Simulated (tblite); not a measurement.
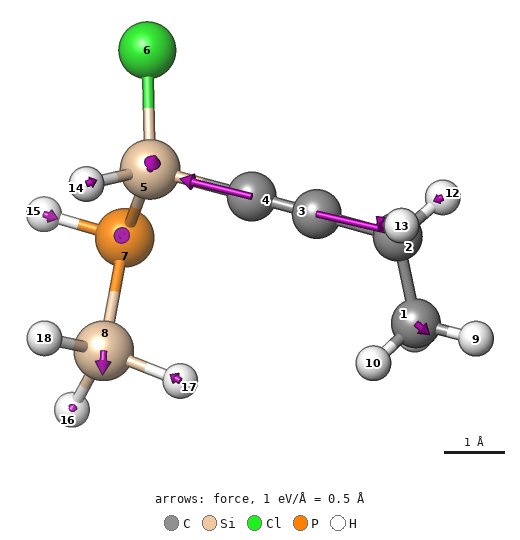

Starting geometry of C$_{4}$H$_{10}$ClPSi$_{2}$ with the computed forces as purple arrows. The picture is a ball-and-stick view, seen at a tilt.

Computed with tblite, GFN2-xTB geometry optimisation, gas phase. 

> Is this structure relaxed? If not, where do the atoms go?

It isn't relaxed: the largest force vector, on a C atom, is 3.27 eV/Å. The final displacements have little in common with the starting forces (cosine between the two patterns 0.14). An H atom moves most after the best rigid fit: 0.25 Å. Largest moves by element: H 0.25 Å, Cl 0.13 Å, Si 0.12 Å, P 0.11 Å, C 0.08 Å. Among the contacts that change: P–Si 2.202 → 2.245 Å, C–C 1.488 → 1.447 Å, P–Si 2.195 → 2.228 Å, H–P 1.411 → 1.382 Å. Bond angles that change, for instance: Si–P–Si 94.1° → 100.4°, P–Si–H 110.2° → 115.1°, P–Si–H 109.8° → 113.4°. The energy falls by 15.6 kJ/mol in 52 geometry steps.
